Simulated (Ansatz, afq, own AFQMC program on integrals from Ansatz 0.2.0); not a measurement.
# WHCl₂ (quartet): AFQMC on the coupled-cluster ladder at distance W1–Cl2 = 2.494 Å, def2-SVP

How near does AFQMC come to the top of the ladder for WHCl₂ (quartet)?

The runs use Ansatz 0.2.0, Gaussian basis, and an in-house AFQMC program (afq) on its integrals; all values are calculated; def2-SVP, frozen cores.

The runs, in order: CCSD(T) on UHF; PBE (unrestricted); r2SCAN (unrestricted); PBE0 (unrestricted); CCSDT(Q) on UHF; B3LYP (unrestricted); wB97M-V (unrestricted); B2PLYP (unrestricted); Phaseless AFQMC, CISD trial on UHF.

3 further runs of the same task are left out: 2 for a known fault of the program, 1 that didn't finish.

## Step 1: What is computed

The geometry derives from a PBE0/def2-TZVP stationary point (not a proven minimum). One bond is set to the value named and the two fragments are kept rigid. No spin-orbit coupling is included. Elements past krypton take def2 core potentials.

4 atoms, charge 0, spin multiplicity 4.

Atoms are counted from 1 here; the program's logs count them from 0.

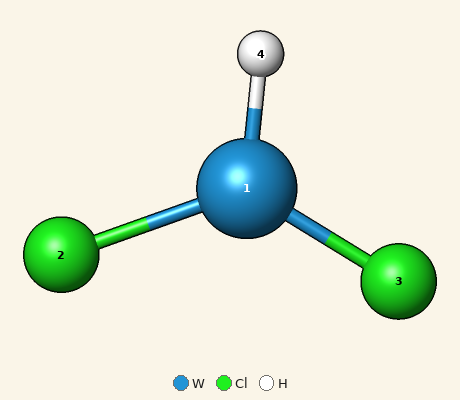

The structure; tungsten blue, chlorine green, hydrogen white; atoms are numbered from 1 in the order of the file.

## Step 2: CCSD(T) on UHF

Contents of in.yaml:

```yaml
crystal:
  periodic: [false, false, false]
  atoms:
    - {symbol: W, position_ang: [0.000000, -0.277869, 0.030232]}
    - {symbol: Cl, position_ang: [0.000000, 0.801108, -2.218289]}
    - {symbol: Cl, position_ang: [0.000000, 0.696455, 2.060663]}
    - {symbol: H, position_ang: [0.000000, -1.993850, 0.030232]}
basis:
  gaussian: {orbitals: def2-SVP}
magnetization: {spin_polarized: true, initial_magnetization: 3}
correlation: {method: ccsd_t, electrons: outside_noble_gas, hamiltonian_folder: ham}
```

Started as:

```bash
$ ansatz run in.yaml --threads 1 --pin off --events-out ev --progress --plain --max-ram 16896MiB --backend cuda --devices 0, --max-vram 18GiB
```

Output, cut to the lines that bear on the results:

```text
Functional definition: HF
  name "HF"
  cite "Fock, Z. Phys. 61, 126 (1930) doi:10.1007/BF01340294"
  parent pbe
[...]
688 factors; integrals over basis functions are off by at most 9.5e-4 eV
[...]
mean field -26823.73690220 eV, -985.7541493739 hartree, gradient 9.3e-6 eV, S^2 3.794772; 12 other end points of the search recorded, 0 dependent functions left out
determinant -26823.73690220 eV, -985.7541493739 hartree, with singles and doubles -26834.90931091 eV, -986.1647278211 hartree
determinant -26823.02603958 eV, -985.7280256547 hartree, with singles and doubles -26834.20376970 eV, -986.1387996598 hartree
determinant -26822.49120903 eV, -985.7083709942 hartree, with singles and doubles -26833.53022275 eV, -986.1140472659 hartree
determinant -26822.21919068 eV, -985.6983745044 hartree, with singles and doubles -26833.17518982 eV, -986.1010000465 hartree
determinant -26821.62719931 eV, -985.6766192228 hartree, with singles and doubles -26832.78991426 eV, -986.0868414308 hartree
determinant -26821.10655862 eV, -985.6574860303 hartree, with singles and doubles -26832.15296919 eV, -986.0634341313 hartree
determinant -26820.86816597 eV, -985.6487252620 hartree, with singles and doubles -26831.78808369 eV, -986.0500248363 hartree
14 core orbitals not correlated: weight in the atoms' cores, before any rotation towards them, 0.997 or more for the frozen orbitals, at most 0.002 for the correlated occupied ones
reference -26823.73690220 eV, -985.7541493739 hartree; 12, 9 occupied and 47, 50 virtual orbitals, 688 factors
second order -10.20438970 eV of doubles, -0.00000000 eV of singles
cycle   1  -11.17430385 eV  change   -1.9e-3 eV  update   1.7e-3
[...]
cycle   9  -11.17599342 eV  change   -6.2e-6 eV  update   1.1e-5
perturbative correction -0.33876088 eV, -0.0124492328 hartree
Total energy: -26835.25165650 eV, -986.1773087895 hartree
```

Run time: 4.9 s. Hardware: 1 × NVIDIA H100 80GB HBM3 with 1 thread of AMD EPYC 7R13 (Zen 3), shared host; peak host memory 1.7 GiB.

From the report: ⟨S²⟩ of the determinant 3.795 (pure quartet: 3.75); correlation -11.5148 eV; T1 0.024; largest double amplitude 0.04.

This run also writes the integrals to the folder ham.

## Step 3: PBE (unrestricted)

Edit in.yaml of step 2 so:

```diff
@@ -10,2 +10,3 @@
 magnetization: {spin_polarized: true, initial_magnetization: 3}
-correlation: {method: ccsd_t, electrons: outside_noble_gas, hamiltonian_folder: ham}
+hamiltonian: {xc: {name: PBE}}
+output: {orbitals: {seedname: orbitals}}
```

Started as:

```bash
$ ansatz run in.yaml --threads 1 --pin off --events-out ev --progress --plain --max-ram 5632MiB --backend cpu
```

Output:

```text
Functional definition: PBE
  name "PBE"
  cite "Perdew, Burke & Ernzerhof, Phys. Rev. Lett. 77, 3865 (1996) doi:10.1103/PhysRevLett.77.3865"
  parent pbe
  parameter kappa = 0.804
  parameter beta = 0.06672455060314922
  exchange = pbe_x(kappa = kappa, mu = beta*pi^2/3)
  correlation = pbe_c(beta = beta)
755 factors; their error is unknown
mean field evaluation 1: about -26869.8185 eV, gradient 1.0e1 eV
mean field evaluation 2: about -26869.7649 eV, gradient 1.2e1 eV
mean field evaluation 4: about -26870.6449 eV, gradient 2.0e0 eV
mean field evaluation 8: about -26870.6711 eV, gradient 1.1e-1 eV
mean field evaluation 16: about -26870.6203 eV, gradient 1.3e-4 eV
mean field evaluation 32: about -26869.4388 eV, gradient 1.3e0 eV
mean field -26870.62029106 eV, -987.4770821359 hartree, gradient 2.4e-5 eV, S^2 3.769100; 5 other end points of the search recorded, 0 dependent functions left out
reference -26870.62034152 eV, -987.4770839901 hartree; 26, 23 occupied and 47, 50 virtual orbitals, 755 factors
Total energy: -26870.62034152 eV, -987.4770839901 hartree
```

Run time: 7.5 s. Hardware: 1 thread of AMD EPYC 7R13 (Zen 3), shared host; peak memory 1.7 GiB.

From the report: ⟨S²⟩ of the determinant 3.769 (pure quartet: 3.75).

## Step 4: r2SCAN (unrestricted)

Edit in.yaml of step 3 so:

```diff
@@ -10,3 +10,2 @@
 magnetization: {spin_polarized: true, initial_magnetization: 3}
-hamiltonian: {xc: {name: PBE}}
-output: {orbitals: {seedname: orbitals}}
+hamiltonian: {xc: {name: r2SCAN}}
```

Launched as before.

Output:

```text
Functional definition: r2SCAN
  name "r2SCAN"
  cite "Furness, Kaplan, Ning, Perdew & Sun, J. Phys. Chem. Lett. 11, 8208 (2020) doi:10.1021/acs.jpclett.0c02405"
  cite "Furness, Kaplan, Ning, Perdew & Sun, J. Phys. Chem. Lett. 11, 9248 (2020) doi:10.1021/acs.jpclett.0c03077"
  parent r2scan
  parameter k0 = 0.174
  parameter k1 = 0.065
  parameter a1 = 4.9479
  exchange = r2scan_x(k0 = k0, k1 = k1, a1 = a1)
  correlation = r2scan_c
755 factors; their error is unknown
mean field evaluation 1: about -26878.8074 eV, gradient 9.5e0 eV
mean field evaluation 2: about -26879.0208 eV, gradient 9.1e0 eV
mean field evaluation 4: about -26879.5326 eV, gradient 1.5e0 eV
mean field evaluation 8: about -26879.5487 eV, gradient 1.4e-1 eV
mean field evaluation 16: about -26879.4973 eV, gradient 2.8e-4 eV
mean field evaluation 32: about -26878.8157 eV, gradient 3.2e-5 eV
mean field -26879.49728399 eV, -987.8033056089 hartree, gradient 3.0e-5 eV, S^2 3.778861; 4 other end points of the search recorded, 0 dependent functions left out
reference -26879.49730818 eV, -987.8033064979 hartree; 26, 23 occupied and 47, 50 virtual orbitals, 755 factors
Total energy: -26879.49730818 eV, -987.8033064979 hartree
```

Wall time 14 s (1 thread of AMD EPYC 7R13 (Zen 3), shared host); peak memory 1.7 GiB.

From the report: ⟨S²⟩ of the determinant 3.779 (pure quartet: 3.75).

## Step 5: PBE0 (unrestricted)

Edit in.yaml of step 4 so:

```diff
@@ -10,2 +10,3 @@
 magnetization: {spin_polarized: true, initial_magnetization: 3}
-hamiltonian: {xc: {name: r2SCAN}}
+hamiltonian: {xc: {name: PBE0}}
+output: {orbitals: {seedname: orbitals}}
```

The command is unchanged.

Output, cut to the lines that bear on the results:

```text
Functional definition: PBE0
  name "PBE0"
  cite "Adamo & Barone, J. Chem. Phys. 110, 6158 (1999) doi:10.1063/1.478522"
  cite "Perdew, Burke & Ernzerhof, Phys. Rev. Lett. 77, 3865 (1996) doi:10.1103/PhysRevLett.77.3865"
  parent pbe
[...]
688 factors; integrals over basis functions are off by at most 9.5e-4 eV
[...]
mean field -26871.38602458 eV, -987.5052223237 hartree, gradient 1.3e-5 eV, S^2 3.772508; 4 other end points of the search recorded, 0 dependent functions left out
reference -26871.38606232 eV, -987.5052237107 hartree; 26, 23 occupied and 47, 50 virtual orbitals, 688 factors
Total energy: -26871.38606232 eV, -987.5052237107 hartree
```

Run time: 5 s. Hardware: 1 thread of AMD EPYC 7R13 (Zen 3), shared host; peak memory 1.7 GiB.

From the report: ⟨S²⟩ of the determinant 3.773 (pure quartet: 3.75).

## Step 6: CCSDT(Q) on UHF

Edit in.yaml of step 5 so:

```diff
@@ -10,3 +10,2 @@
 magnetization: {spin_polarized: true, initial_magnetization: 3}
-hamiltonian: {xc: {name: PBE0}}
-output: {orbitals: {seedname: orbitals}}
+correlation: {method: ccsdt_q, electrons: outside_noble_gas}
```

Started as:

```bash
$ ansatz run in.yaml --threads 1 --pin off --events-out ev --progress --plain --max-ram 16896MiB --backend cuda --devices 0, --max-vram 18GiB
```

Output, cut to the lines that bear on the results:

```text
Functional definition: HF
  name "HF"
  cite "Fock, Z. Phys. 61, 126 (1930) doi:10.1007/BF01340294"
  parent pbe
[...]
1282 factors; integrals over basis functions are off by at most 1.8e-7 eV
[...]
mean field -26823.73705090 eV, -985.7541548385 hartree, gradient 9.1e-6 eV, S^2 3.794772; 12 other end points of the search recorded, 0 dependent functions left out
determinant -26823.73705090 eV, -985.7541548385 hartree, with singles and doubles -26834.90946500 eV, -986.1647334837 hartree
determinant -26823.02619258 eV, -985.7280312771 hartree, with singles and doubles -26834.20392863 eV, -986.1388055005 hartree
determinant -26822.49135773 eV, -985.7083764588 hartree, with singles and doubles -26833.53037605 eV, -986.1140528997 hartree
determinant -26822.21934502 eV, -985.6983801761 hartree, with singles and doubles -26833.17535027 eV, -986.1010059429 hartree
determinant -26821.62736198 eV, -985.6766252008 hartree, with singles and doubles -26832.79007942 eV, -986.0868475003 hartree
determinant -26821.10671763 eV, -985.6574918740 hartree, with singles and doubles -26832.15312983 eV, -986.0634400347 hartree
determinant -26820.86833028 eV, -985.6487313004 hartree, with singles and doubles -26831.78825098 eV, -986.0500309843 hartree
14 core orbitals not correlated: weight in the atoms' cores, before any rotation towards them, 0.997 or more for the frozen orbitals, at most 0.002 for the correlated occupied ones
reference -26823.73705090 eV, -985.7541548385 hartree; 12, 9 occupied and 47, 50 virtual orbitals, 1282 factors
second order -10.20440960 eV of doubles, -0.00000000 eV of singles
cycle   1  -10.74224365 eV  change   -5.4e-1 eV  update   1.3e-1
[...]
cycle  20  -11.55475993 eV  change    1.7e-6 eV  update   2.2e-6
perturbative correction -0.02685738 eV, -0.0009869906 hartree
Total energy: -26835.31866821 eV, -986.1797714243 hartree
```

It took 24 s on 1 × NVIDIA H100 80GB HBM3 with 1 thread of AMD EPYC 7R13 (Zen 3), shared host; peak host memory 1.7 GiB.

From the report: ⟨S²⟩ of the determinant 3.795 (pure quartet: 3.75); correlation -11.5816 eV; T1 0.026; largest double amplitude 0.04.

## Step 7: B3LYP (unrestricted)

Edit in.yaml of step 6 so:

```diff
@@ -10,2 +10,2 @@
 magnetization: {spin_polarized: true, initial_magnetization: 3}
-correlation: {method: ccsdt_q, electrons: outside_noble_gas}
+hamiltonian: {xc: {name: B3LYP}}
```

Started as:

```bash
$ ansatz run in.yaml --threads 1 --pin off --events-out ev --progress --plain --max-ram 5632MiB --backend cpu
```

Output, cut to the lines that bear on the results:

```text
Functional definition: B3LYP
  name "B3LYP"
  cite "Stephens, Devlin, Chabalowski & Frisch, J. Phys. Chem. 98, 11623 (1994) doi:10.1021/j100096a001"
  cite "Becke, Phys. Rev. A 38, 3098 (1988) doi:10.1103/PhysRevA.38.3098"
  cite "Lee, Yang & Parr, Phys. Rev. B 37, 785 (1988) doi:10.1103/PhysRevB.37.785"
  cite "Vosko, Wilk & Nusair, Can. J. Phys. 58, 1200 (1980) doi:10.1139/p80-159"
[...]
688 factors; integrals over basis functions are off by at most 9.5e-4 eV
[...]
mean field -26881.31917922 eV, -987.8702590237 hartree, gradient 2.3e-5 eV, S^2 3.765906; 4 other end points of the search recorded, 0 dependent functions left out
reference -26881.31942915 eV, -987.8702682083 hartree; 26, 23 occupied and 47, 50 virtual orbitals, 688 factors
Total energy: -26881.31942915 eV, -987.8702682083 hartree
```

It took 4.5 s on 1 thread of AMD EPYC 7R13 (Zen 3), shared host; peak memory 1.7 GiB.

From the report: ⟨S²⟩ of the determinant 3.766 (pure quartet: 3.75).

## Step 8: wB97M-V (unrestricted)

Edit in.yaml of step 7 so:

```diff
@@ -10,2 +10,3 @@
 magnetization: {spin_polarized: true, initial_magnetization: 3}
-hamiltonian: {xc: {name: B3LYP}}
+hamiltonian: {xc: {name: wB97M-V}}
+output: {orbitals: {seedname: orbitals}}
```

Same command.

Output, cut to the lines that bear on the results:

```text
Functional definition: wB97M-V
  name "wB97M-V"
  cite "Mardirossian & Head-Gordon, J. Chem. Phys. 144, 214110 (2016) doi:10.1063/1.4952647"
  cite "Becke, J. Chem. Phys. 107, 8554 (1997) doi:10.1063/1.475007"
  cite "Vydrov & Van Voorhis, J. Chem. Phys. 133, 244103 (2010) doi:10.1063/1.3521275"
  # Of w^i u^j: cxij and so on, Table III.
[...]
  gx(w, u) = 1 - cx + cx01*u + cx10*w
  gss(w, u) = css00 + css04*u^4 + css10*w + css20*w^2 + css43*w^4*u^3
  gos(w, u) = cos00 + cos10*w + (cos20 + cos21*u)*w^2 + (cos60 + cos61*u)*w^6
[...]
      + integral(e_c_pw_mod_opposite_spin*gos(b97_w_opposite, b97_u_opposite)) + vv10(b, c)
688 factors; integrals over basis functions are off by at most 9.5e-4 eV
158 factors; integrals over basis functions are off by at most 5.6e-4 eV
[...]
mean field -26876.05907162 eV, -987.6769536347 hartree, gradient 8.4e-6 eV, S^2 3.766229; 4 other end points of the search recorded, 0 dependent functions left out
reference -26876.05913013 eV, -987.6769557850 hartree; 26, 23 occupied and 47, 50 virtual orbitals, 688 factors
Total energy: -26876.05913013 eV, -987.6769557850 hartree
```

Wall time 24 s (1 thread of AMD EPYC 7R13 (Zen 3), shared host); peak memory 1.7 GiB.

From the report: ⟨S²⟩ of the determinant 3.766 (pure quartet: 3.75).

## Step 9: B2PLYP (unrestricted)

Edit in.yaml of step 8 so:

```diff
@@ -10,3 +10,3 @@
 magnetization: {spin_polarized: true, initial_magnetization: 3}
-hamiltonian: {xc: {name: wB97M-V}}
-output: {orbitals: {seedname: orbitals}}
+hamiltonian: {xc: {name: B2PLYP}}
+correlation: {electrons: outside_noble_gas}
```

The command is unchanged.

Output, cut to the lines that bear on the results:

```text
Functional definition: B2PLYP
  name "B2PLYP"
  cite "Grimme, J. Chem. Phys. 124, 034108 (2006) doi:10.1063/1.2148954"
  cite "Becke, Phys. Rev. A 38, 3098 (1988) doi:10.1103/PhysRevA.38.3098"
  cite "Lee, Yang & Parr, Phys. Rev. B 37, 785 (1988) doi:10.1103/PhysRevB.37.785"
[...]
688 factors; integrals over basis functions are off by at most 9.5e-4 eV
[...]
mean field -26862.60017499 eV, -987.1823483066 hartree, gradient 6.5e-6 eV, S^2 3.773671; 6 other end points of the search recorded, 0 dependent functions left out
14 core orbitals not correlated: weight in the atoms' cores, before any rotation towards them, 0.998 or more for the frozen orbitals, at most 0.001 for the correlated occupied ones
reference -26862.60033193 eV, -987.1823540739 hartree; 12, 9 occupied and 47, 50 virtual orbitals, 688 factors
second order -13.04043741 eV of doubles, -0.00000000 eV of singles
Total energy: -26866.12125003 eV, -987.3117454275 hartree
```

It took 6 s on 1 thread of AMD EPYC 7R13 (Zen 3), shared host; peak memory 1.7 GiB.

From the report: ⟨S²⟩ of the determinant 3.774 (pure quartet: 3.75).

## Step 10: Phaseless AFQMC, CISD trial on UHF

It reads the integrals that the CCSD(T) run on this determinant wrote.

Started as:

```bash
$ afq ham --method phaseless --trial cisd --walkers 4000 --populations 20 --least-time 60 --time-step 0.005 --steps-per-block 50 --equilibration-blocks 40 --max-blocks 4000 --target-error 0.00028 --factor-cut 1e-05 --start spin_pure --seed 7424 --release-times 0.24,0.48,0.8,1.2 --release-step 0.04 --release-every 4 --taylor-order 6
```

Output:

```text
orbitals 59  electrons 12 9  factors 488 of 688
reference energy -985.75414937 Eh
CCSD correlation -0.41071053 Eh in 15 cycles, weight of the determinant in the CISD state 0.8221
energy of the start -986.162452 Eh
 block  time / (1/Eh)  mean weight  energy / Eh
     1     0.250  0.9998  -986.152137
     2     0.500  1.0002  -986.158003
     3     0.750  0.9995  -986.163762
     4     1.000  0.9999  -986.167186
     5     1.250  1.0005  -986.169798
     6     1.500  0.9996  -986.171609
     7     1.750  0.9999  -986.173167
     8     2.000  0.9999  -986.174968
     9     2.250  1.0002  -986.175575
    10     2.500  1.0001  -986.175626
    11     2.750  0.9999  -986.176391
    13     3.250  1.0001  -986.176509
    15     3.750  0.9999  -986.177580
    17     4.250  1.0000  -986.177826
    19     4.750  1.0000  -986.177671
    21     5.250  0.9998  -986.178610
    23     5.750  0.9999  -986.177761
    25     6.250  0.9996  -986.178291
    27     6.750  0.9999  -986.178780
    29     7.250  0.9998  -986.179671
    31     7.750  0.9998  -986.178716
    33     8.250  1.0002  -986.180158
    35     8.750  1.0001  -986.180373
    37     9.250  1.0000  -986.180619
    39     9.750  1.0005  -986.179358
    41    10.250  0.9999  -986.180382
    43    10.750  0.9998  -986.180081
    45    11.250  0.9998  -986.180847
    47    11.750  0.9997  -986.179468
    49    12.250  1.0000  -986.178386
    51    12.750  1.0005  -986.178543
    53    13.250  1.0003  -986.178148
    55    13.750  1.0000  -986.178212
    57    14.250  0.9997  -986.179472
    59    14.750  1.0001  -986.179368
    61    15.250  1.0001  -986.177852
    63    15.750  1.0001  -986.178047
    65    16.250  0.9999  -986.178719
    67    16.750  0.9998  -986.180168
    69    17.250  0.9996  -986.179089
    71    17.750  1.0002  -986.181028
    73    18.250  0.9999  -986.179753
    75    18.750  0.9998  -986.181588
    77    19.250  1.0001  -986.179204
    79    19.750  0.9997  -986.179598
    81    20.250  1.0001  -986.181283
    83    20.750  0.9999  -986.179693
    85    21.250  1.0000  -986.180261
    87    21.750  1.0001  -986.180484
    89    22.250  1.0002  -986.178050
    91    22.750  1.0000  -986.179098
    93    23.250  0.9996  -986.178718
    95    23.750  1.0001  -986.179352
    97    24.250  1.0001  -986.178298
    99    24.750  0.9999  -986.178886
   101    25.250  1.0001  -986.179043
   103    25.750  0.9999  -986.179094
   105    26.250  1.0000  -986.178425
   107    26.750  1.0000  -986.178554
   109    27.250  1.0003  -986.179227
error from the spread of 20 populations
released: time / (1/Eh)  energy / Eh  error  mean overlap
  0.24  -986.179499  0.000271  0.9984
  0.48  -986.179533  0.000251  0.9975
  0.80  -986.180106  0.000218  0.9931
  1.20  -986.179722  0.000267  0.9942
energy -986.179283 +/- 0.000259 Eh
```

Run time: 2.4 min. Hardware: 1 × NVIDIA H100 80GB HBM3 with 2 threads of AMD EPYC 7R13 (Zen 3), shared host; peak host memory 1.7 GiB.

Energy -26835.3054 ± 0.0070 eV. Caveats: constraint bias not in the error.

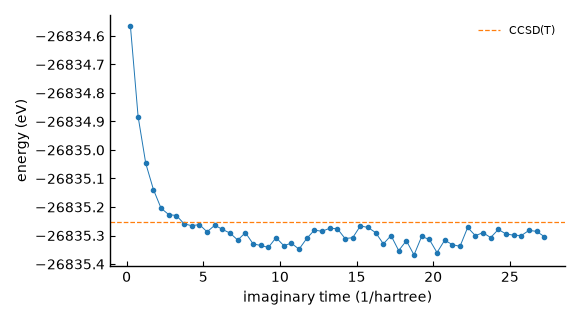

Block energies along the walk.

## Step 11: All levels side by side

On the UHF determinant, counted from CCSDT(Q) (a yardstick, not exact):

| level | energy (eV) | from CCSDT(Q) (kJ/mol) | statistical error (kJ/mol) | time |
| --- | --- | --- | --- | --- |
| HF | -26823.7369 | +1117.5 |  |  |
| MP2 | -26833.9413 | +132.9 |  |  |
| CCSD | -26834.9129 | +39.2 |  |  |
| CCSD(T) | -26835.2517 | +6.5 |  |  |
| CCSDT(Q) | -26835.3187 | 0.0 |  |  |
| Phaseless AFQMC, CISD trial, step 0.005, 4000 walkers | -26835.3054 | +1.3 | 0.7 | 2.4 min |

The functionals' totals stand on their own zeros and serve differences with other points: PBE -26870.620 eV; r2SCAN -26879.497 eV; PBE0 -26871.386 eV; B3LYP -26881.319 eV; wB97M-V -26876.059 eV; B2PLYP -26866.121 eV.

## Step 12: Results

| quantity | value |
| --- | --- |
| CCSD(T) on UHF from CCSDT(Q) | +6.5 kJ/mol |
| Phaseless AFQMC, CISD trial on UHF from CCSDT(Q) | +1.3 ± 0.7 kJ/mol |

What this shows: On UHF the phaseless walk with the CISD trial lies +1.3 kJ/mol from CCSDT(Q), within three error bars. Error bars are statistical and leave out the constraint, the time step and what remains of the start. W carries a core potential, and spin-orbit coupling is left out.
